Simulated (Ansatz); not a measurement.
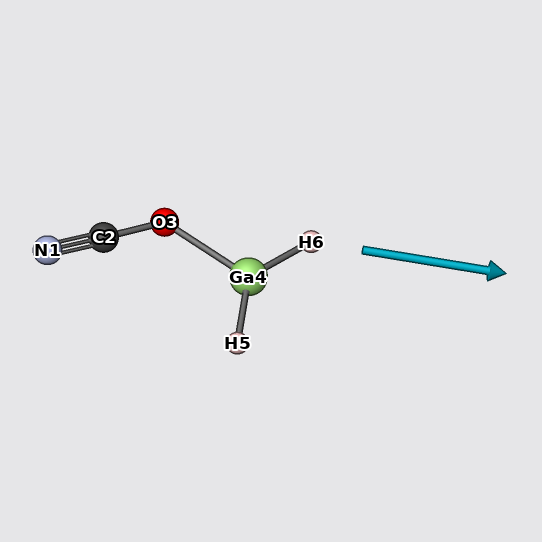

The arrow beside the molecule shows the direction of the dipole moment, from the negative to the positive end (its length means nothing). Computed geometry: PBE0-D4/def2-TZVP optimisation. Level of theory: RKS ωB97M-V/def2-TZVPP (Ansatz 0.2.0).

> Estimate the dipole moment.

5.92 D; it points from the side of N1 to the side of H6 (the outermost atoms at the two ends).
